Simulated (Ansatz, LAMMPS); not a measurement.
# Glassy 79SiO2-7BaO-7CaO-7Na2O (mol %) (166 atoms): geometry optimisation

How does glassy 79SiO2-7BaO-7CaO-7Na2O (mol %) (166 atoms) relax, and what do bonds, charges and levels look like afterwards?

Calculated with Ansatz 0.2.0; Kohn-Sham DFT, PBE, PAW (set soft_2), plane waves.

### Step 1. Starting point

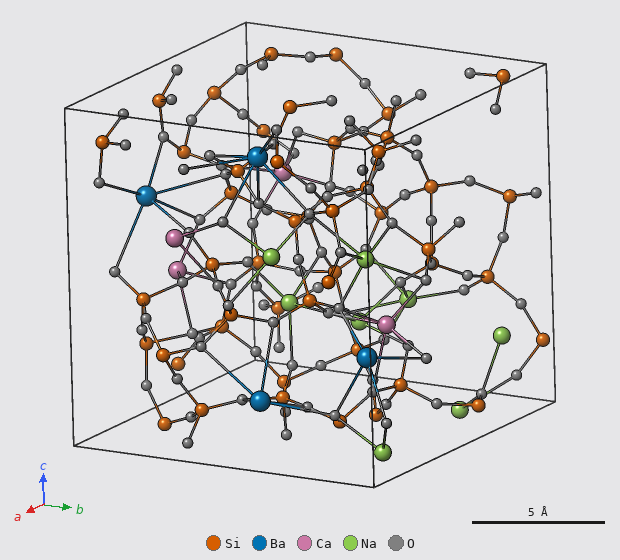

The cell as given, slightly off an axis (silicon orange, barium blue, calcium pink, sodium green, oxygen grey). Bonds to atoms that aren't drawn are left out. Some periodic images of atoms are drawn too.

The cell holds 166 atoms: 46 Si, 4 Ba, 4 Ca, 8 Na and 104 O. Cell: a = 13.295 Å, b = 13.295 Å, c = 13.295 Å, α = 90.0°, β = 90.0°, γ = 90.0°. 166 atoms (46 Si, 4 Ba, 4 Ca, 8 Na, 104 O) placed at random at 2.6 g/cm³, melted at 4000 K for 10 ps at fixed volume with the Morse and Coulomb pair potential with partial charges (Pedone, Malavasi, Menziani, Cormack and Segre, J. Phys. Chem. B 110, 11780 (2006)). Quenched from 4000 K to 300 K at 50 K/ps and fixed volume, held 10 ps at zero pressure.

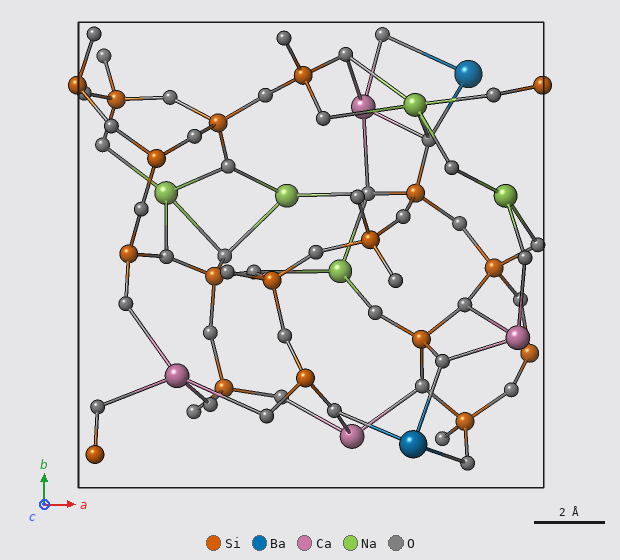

A slice 6 Å thick through the middle of the cell.

Before any run, some limits are plain. The quench rate of 50 K/ps far exceeds what a furnace or splat quench reaches, so expect more defects and frozen-in strain than in a real sample. The network of bonds at the start is that of the classical potential that made the cell. Only the Γ point is sampled, in a cell whose shortest periodic width is 13 Å. The levels lack spin–orbit coupling, which is large for the heavy elements here.

### Step 2. How the cell was made

A classical potential supplies the starting structure, since it reaches far longer times than DFT.

This step: classical MD, Morse and Coulomb pair potential with partial charges (Pedone, Malavasi, Menziani, Cormack and Segre, J. Phys. Chem. B 110, 11780 (2006)) (LAMMPS 22 Jul 2025 - Update 4).

File in.lmp:

```
# melt-quench of Si46Ba4Ca4Na8O104
units metal
atom_style charge
boundary p p p
region box block 0 13.5017 0 13.5017 0 13.5017
create_box 5 box
mass 1 28.0850   # Si
mass 2 137.3270   # Ba
mass 3 40.0780   # Ca
mass 4 22.9898   # Na
mass 5 15.9990   # O
create_atoms 1 random 46 341469 NULL overlap 1.5 maxtry 2000
create_atoms 2 random 4 341476 NULL overlap 1.5 maxtry 2000
create_atoms 3 random 4 341483 NULL overlap 1.5 maxtry 2000
create_atoms 4 random 8 341490 NULL overlap 1.5 maxtry 2000
create_atoms 5 random 104 341497 NULL overlap 1.5 maxtry 2000
pair_style hybrid/overlay pedone 5.5 coul/long 8.0
pair_coeff * * coul/long
pair_coeff 1 5 pedone 0.340554 2.006700 2.100000 1   # Si-O
pair_coeff 2 5 pedone 0.065011 1.547596 3.393410 5   # Ba-O
pair_coeff 3 5 pedone 0.030211 2.241334 2.923245 5   # Ca-O
pair_coeff 4 5 pedone 0.023363 1.763867 3.006315 5   # Na-O
pair_coeff 5 5 pedone 0.042395 1.379316 3.618701 22   # O-O
set type 1 charge 2.4
set type 2 charge 1.2
set type 3 charge 1.2
set type 4 charge 0.6
set type 5 charge -1.2
kspace_style pppm 1.0e-4
neigh_modify delay 0 every 1 check yes
thermo_style custom step time temp pe press density
thermo_modify norm yes
timestep 0.002
thermo 100
# [... 15 lines left out ...]
fix md all nvt temp 4000 300 0.2
run 37000 post no
unfix md
thermo 1666
fix md all npt temp 300 300 0.2 iso 0 0 2
run 5000 post no
unfix md
write_dump all custom glass.dump id type xs ys zs modify sort id
```

The run is started by

```
$ lmp -in in.lmp -log none -nocite
```

Numbers of over 12 decimals in the logs are rounded to 6 here.

Log:

```text
LAMMPS (22 Jul 2025 - Update 4)
Created orthogonal box = (0 0 0) to (13.5017 13.5017 13.5017)
Created 46 atoms
Created 4 atoms
Created 4 atoms
Created 8 atoms
Created 104 atoms
PPPM initialization ...
  G vector (1/distance) = 0.3832672
  grid = 15 15 15
  estimated relative force accuracy = 5.5464487e-05
   Step          Time           Temp          PotEng         Press         Density
         0   0              0             -3.5993431      434069.67      2.5969911
       100   0.2            0             -15.50555      -3542.49        2.5969911
Loop time of 0.516963 s on 1 MPI rank(s) for 100 steps with 166 atoms
Minimization stats:
  Stopping criterion = energy tolerance
  Energy initial, next-to-last, final =
     -3.59934310278704  -15.5040155948532  -15.5055501009426
  Force two-norm initial, final = 360.96262 2.7746786
  Iterations, force evaluations = 100 125
   Step          Time           Temp          PotEng         Press         Density
[... 7 lines left out ...]
      2499   4.998          4353.6286     -15.051979     -4185.3439      2.5969911
      3332   6.664          4328.49       -14.970446      28641.533      2.5969911
      4165   8.33           4487.347      -15.020544      29147.338      2.5969911
      4998   9.996          4030.7524     -15.024264      13966.413      2.5969911
      5831   11.662         4174.8252     -15.074798      37044.169      2.5969911
[... 1 line left out ...]
Loop time of 13.1277 s on 1 MPI rank(s) for 5000 steps with 166 atoms
   Step          Time           Temp          PotEng         Press         Density
[... 12 lines left out ...]
Loop time of 105.435 s on 1 MPI rank(s) for 37000 steps with 166 atoms
   Step          Time           Temp          PotEng         Press         Density
[... 1 line left out ...]
     43316   86.632         284.39096     -15.676721     -1329.2988      2.6704962
     44982   89.964         312.44338     -15.676525      792.53796      2.7016095
     46648   93.296         285.1055      -15.672318      6161.4589      2.7243332
     48000   96             332.69709     -15.67886       3645.3637      2.7202612
Loop time of 16.8929 s on 1 MPI rank(s) for 5000 steps with 166 atoms
```

It took 2.3 min on 1 thread of Intel Xeon at 2.80GHz (Skylake/Cascade Lake), shared host; peak memory 0.36 GiB.

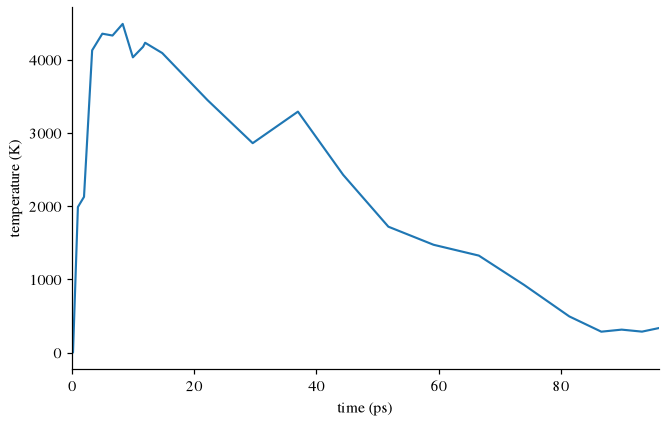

Temperature against time.

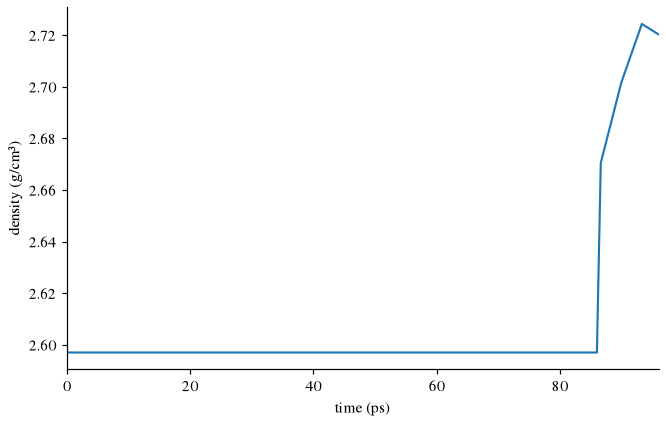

Density against time.

### Step 3. Single point at the start

The forces at the start show how far the geometry lies from a minimum of this functional.

File input.yaml:

```yaml
crystal:
  lattice:
    - [13.29459, 0.0, 0.0]
    - [0.0, 13.29459, 0.0]
    - [0.0, 0.0, 13.29459]
  atoms:
    - { symbol: Si, position: [0.41633, 0.44553, 0.58535] }
    - { symbol: Si, position: [0.40864, 0.65011, 0.02211] }
    - { symbol: Si, position: [0.16787, 0.70759, 0.64338] }
    - { symbol: Si, position: [0.39479, 0.33727, 0.07763] }
    - { symbol: Si, position: [0.07318, 0.89984, 0.97043] }
    - { symbol: Si, position: [0.5448, 0.47393, 0.9461] }
    - { symbol: Si, position: [0.73725, 0.31879, 0.50918] }
    - { symbol: Si, position: [0.99772, 0.86494, 0.59101] }
    - { symbol: Si, position: [0.31294, 0.21363, 0.39487] }
    - { symbol: Si, position: [0.53461, 0.71793, 0.73531] }
    - { symbol: Si, position: [0.26132, 0.44537, 0.76485] }
    - { symbol: Si, position: [0.65174, 0.35927, 0.76974] }
    - { symbol: Si, position: [0.42108, 0.03961, 0.72802] }
    - { symbol: Si, position: [0.69452, 0.06484, 0.23391] }
    - { symbol: Si, position: [0.22705, 0.2214, 0.99133] }
    - { symbol: Si, position: [0.73166, 0.14133, 0.01419] }
    - { symbol: Si, position: [0.52478, 0.80637, 0.15903] }
    - { symbol: Si, position: [0.7405, 0.73266, 0.09679] }
    - { symbol: Si, position: [0.29264, 0.45439, 0.39179] }
    - { symbol: Si, position: [0.26778, 0.50863, 0.16162] }
    - { symbol: Si, position: [0.10821, 0.50237, 0.52575] }
    - { symbol: Si, position: [0.92716, 0.07887, 0.89058] }
    - { symbol: Si, position: [0.48809, 0.23546, 0.6487] }
    - { symbol: Si, position: [0.16352, 0.18233, 0.21834] }
    - { symbol: Si, position: [0.83504, 0.32988, 0.10567] }
    - { symbol: Si, position: [0.66966, 0.84304, 0.8907] }
    - { symbol: Si, position: [0.55781, 0.04588, 0.9155] }
    - { symbol: Si, position: [0.89357, 0.47226, 0.4203] }
    - { symbol: Si, position: [0.00955, 0.30398, 0.94438] }
    - { symbol: Si, position: [0.4831, 0.88617, 0.55986] }
    - { symbol: Si, position: [0.72482, 0.63291, 0.43811] }
    - { symbol: Si, position: [0.48047, 0.18701, 0.24504] }
    [... 128 atom lines left out ...]
    - { symbol: O, position: [0.93225, 0.33972, 0.03338] }
    - { symbol: O, position: [0.8898, 0.2845, 0.20568] }
    - { symbol: O, position: [0.04129, 0.17339, 0.64463] }
    - { symbol: O, position: [0.43663, 0.19457, 0.35959] }
    - { symbol: O, position: [0.9149, 0.9952, 0.16796] }
    - { symbol: O, position: [0.50481, 0.91315, 0.11182] }
kpoints:
  mp_grid: { grid: [1, 1, 1] }
hamiltonian:
  xc: pbe
scf:
  occupations: { method: gaussian, width: 0.025 }
output:
  forces: true
  stress: true
  populations: intrinsic
  dos:
    method: { smearing: { sigma: 0.1 } }
    de: 0.1
    projected: { site_lists: { Ba: [Ba], Ca: [Ca], Na: [Na], O: [O], Si: [Si] } }
  eigenvalues: true
```

The run is started by

```
$ ansatz run input.yaml --threads 4 --pin off --max-ram 8192MiB --backend cpu --events-out ev --progress --plain --runs-dir out
```

Log:

```text
Engine: ansatz 0.2.0, aarch64-unknown-linux-gnu
Pseudopotentials: kind: paw
Pseudopotential: Si, paw, valence charge 4, recommended cutoff 420 eV (normal), Si.paw.azcp
Pseudopotential: Ba, paw, valence charge 10, recommended cutoff 420 eV (normal), Ba.paw.azcp
Pseudopotential: Ca, paw, valence charge 10, recommended cutoff 420 eV (normal), Ca.paw.azcp
Pseudopotential: Na, paw, valence charge 9, recommended cutoff 420 eV (normal), Na.paw.azcp
Pseudopotential: O, paw, valence charge 6, recommended cutoff 420 eV (normal), O.paw.azcp
[... 5 lines on functional and potentials left out ...]
Crystal: 166 atoms, lattice volume = 2349.767 Å³
Basis set: ecut = 420 eV, 45961 PW (Γ), exchange–correlation on 180×180×180 points (8 copies of the dense FFT grid, shifted against one another)
Bands: 646, of which v1, the nominal top of the filled ones, is band 480 counted from 1 (479 counted from 0)
Symmetry: 1 space group operations
Space group: P1 (ITA 1), of the structure as read, at distance tolerance 1.3e-4 Å
k-points: 1
[... 11 lines on functional and potentials left out ...]
Initial density: superposition of atomic densities (neutral atoms: chi_scale 0, normalization atom), corrected by the library's trained network
Initial wavefunctions: pseudopotential atomic-orbital guess
Functional: x = pbe(κ = 0.804, μ = 0.219515), c = pbe(β = 0.066725)
SCF iter   1: F=—  HF=-131391.515565 eV  |F-HF|=—  |Δ(HF+E_count)|=         —  Δρ=2.09e-3  dr2=1.81e-1  ethr=1.77e-3  ⟨swp⟩=6.0  Hψ=3072  notcnv=0  defer=153
preconditioner: auto → Resta (q_TF=auto, 2.350 Å⁻¹)  ε∞=3.0  [insulator: Δε(μ)=3.420 eV  Ē_g=16.412 eV  σ=0.025 eV  W_gap=1.00  n_scr=484 (ndim 8)  ℏωp=23.3 eV  f_vac=0.161  D(μ)=0.00/eV (n_scr^D=0)  ε∞_Penn≈3.0]
SCF iter   2: F=—  HF=-131391.503033 eV  |F-HF|=—  |Δ(HF+E_count)|=   1.25e-2  Δρ=1.09e-3  dr2=4.54e-2  ethr=1.88e-5  ⟨swp⟩=2.0  Hψ=1074  notcnv=0  defer=162
SCF iter   3: F=—  HF=-131391.502697 eV  |F-HF|=—  |Δ(HF+E_count)|=   3.36e-4  Δρ=5.52e-4  dr2=1.13e-2  ethr=4.72e-6  ⟨swp⟩=3.0  Hψ=831  notcnv=0  defer=162
SCF iter   4: F=—  HF=-131391.501155 eV  |F-HF|=—  |Δ(HF+E_count)|=   1.54e-3  Δρ=1.93e-4  dr2=1.04e-3  ethr=1.17e-6  ⟨swp⟩=2.0  Hψ=833  notcnv=0  defer=162
SCF iter   5: F=—  HF=-131391.501207 eV  |F-HF|=—  |Δ(HF+E_count)|=   5.22e-5  Δρ=1.18e-4  dr2=2.86e-4  ethr=1.09e-7  ⟨swp⟩=2.0  Hψ=827  notcnv=0  defer=162
SCF iter   6: F=—  HF=-131391.501216 eV  |F-HF|=—  |Δ(HF+E_count)|=   8.93e-6  Δρ=2.64e-5  dr2=1.58e-5  ethr=2.98e-8  ⟨swp⟩=2.0  Hψ=827  notcnv=0  defer=162
SCF iter   7: F=—  HF=-131391.501475 eV  |F-HF|=—  |Δ(HF+E_count)|=   2.58e-4  Δρ=1.33e-5  dr2=3.42e-6  ethr=1.65e-9  ⟨swp⟩=2.0  Hψ=1126  notcnv=0  defer=162
SCF iter   8: F=—  HF=-131391.501476 eV  |F-HF|=—  |Δ(HF+E_count)|=   1.61e-6  Δρ=5.96e-6  dr2=7.18e-7  ethr=3.57e-10  ⟨swp⟩=2.0  Hψ=928  notcnv=0  defer=162
SCF iter   9: F=-131391.501477 eV  HF=-131391.501477 eV  |F-HF|=2.47e-8  |Δ(HF+E_count)|=   1.82e-7  Δρ=1.68e-6  dr2=6.59e-8  ethr=1.04e-11  ⟨swp⟩=20.0  Hψ=4349  notcnv=0
SCF 1 converged in 9 iterations: F = -131391.501477 eV  dr2 = 6.59e-8
  greatest PAW one-centre occupation: 0.999 electrons in one spin orbital (limit 2), on the Na atom at site 59 (counted from 0), in its partial waves of l = 0
SCF converged after 9 iterations
Free energy (F): -131391.501477 eV
Harris-Foulkes:  -131391.501477 eV  (|F-HF|=2.47e-8)
Internal energy: -131391.501477 eV  (E = F + TS)
E sigma→0 (E₀):  -131391.501477 eV
Fermi energy:    5.833689 eV
--- Per-component energies (eV) ---
  E_band       = -5824.483547
  E_kinetic    = 23445.046574
  E_local      = -70872.640713  (includes V_loc(G=0)·N_el)
  E_nonlocal   = 7530.606652
  E_hartree    = 26231.917247
  E_xc         = -11855.675147
  E_vxc        = -13716.411719  (∫ρ·V_xc dr)
  E_paw        = -66580.644069  (= ΣΔE_a)
  E_vpaw       = -4675.188392  (= ΣTr[D̂ρ^β])
  E_aug_tail   = 0.266376  (compensation charges beyond the density's cutoff)
  E_ewald      = -39290.378397
  E_smearing   = -0.000000  (= −TS)
  E_closure    = -0.000000  (closes the sum)
  Σ components = -131391.501477   (vs F -131391.501477, Δ=0.00e0)
--- Forces (eV/Å), atoms counted from 1 ---
  atom   1  Si    -1.96016682    -2.31001702     0.09932283
  atom   2  Si    -0.03484383    -1.70237694    -0.36921557
  atom   3  Si     1.71827464    -0.72301797    -1.31424101
  atom   4  Si     0.75813249    -1.01988930    -2.25175232
  atom   5  Si    -2.53773009     3.35166843     0.72970896
  atom   6  Si    -1.45396908    -1.01217570     2.49271134
  atom   7  Si     0.07231730     0.64347915     1.81484661
  atom   8  Si     2.09206553    -0.58116970     1.16259075
  atom   9  Si     0.18059724     2.56608138    -1.98503490
  atom  10  Si    -1.38542130     3.00577935     0.98755928
  atom  11  Si     2.34340813     0.47139661    -0.74625982
  atom  12  Si    -2.90353672    -1.40562371     1.18294932
  atom  13  Si     0.61063709     0.62055133     2.10187755
  atom  14  Si    -2.11106060     3.69574807    -1.18467153
[...]
atom 165  O      1.19160648    -0.40457904     1.06065952
  atom 166  O      1.10662796     1.96391753    -1.15585413
  max |Σ_I F_I| component: 1.24e-4 eV/Å
--- Stress (GPa, compression-positive) ---
        5.904466       1.170693       0.562497
        1.170693       6.357610      -0.144547
        0.562495      -0.144548       5.375274
  P = ⅓ Tr σ = 5.8791 GPa (58.791 kbar)
--- Band table (eV) ---
  k-point 0: bands = ["-47.1677", "-46.8901", "-46.6151", "-46.1246", [... 630 levels ...], "13.1450", "13.1658", "13.1830", "13.1894", "13.2177", "13.2257", "13.2597", "13.2719", "13.2991", "13.3370", "13.3419", "13.3665"]
--- intrinsic populations: 166 sites ---
  site symbol       q [e]
     0     Si      2.2148
     1     Si      2.2412
     2     Si      2.2363
[...]
165      O      6.9328
  spilling = -0.000000 (of n_electrons = 960.000000)
```

It took 70 s on 4 threads of Arm Neoverse V2, shared host; peak memory 3.9 GiB.

In the SCF lines HF is the Harris–Foulkes energy and dr2 the Hartree energy of the density residual, in eV; the loop may stop once dr2 is under the threshold and the program's other checks hold. Hψ counts applications of the Hamiltonian.

Read from the output:

| Quantity | Value |
| --- | --- |
| free energy | -131391.5015 eV |
| free energy per atom | -791.5151 eV/atom |
| SCF cycles | 9 |
| pressure | 5.879 GPa |
| r.m.s. force component | 1.329 eV/Å |
| longest force | 4.644 eV/Å |
| Fermi energy | 5.834 eV |
| gap (highest filled to lowest empty level) | 3.188 eV |

The r.m.s. force component of 1.3 eV/Å and the pressure of 5.9 GPa set the starting point.

Length of the force by element:

| element | coordination | atoms | mean length of the force (eV/Å) | spread | least | most |
| --- | --- | --- | --- | --- | --- | --- |
| Ba | all | 4 | 1.23 | 0.354 | 0.792 | 1.64 |
| Ca | all | 4 | 0.921 | 0.625 | 0.546 | 2.00 |
| Na | all | 8 | 0.667 | 0.408 | 0.159 | 1.65 |
| O | all | 104 | 1.90 | 0.898 | 0.488 | 4.64 |
| Si | all | 46 | 2.80 | 0.972 | 1.02 | 4.62 |

(Part 1 of 3 ends here.)

[Logs are printed without paths, hosts, clocks, repeated set-up lines and the standing remarks that a program may print on its own settings, such as how far it seeks lower states.]

[Hosts, paths, dates, database ids (printed as entryN), source tags and the programs' standing remarks are cut or masked in the printed files.]
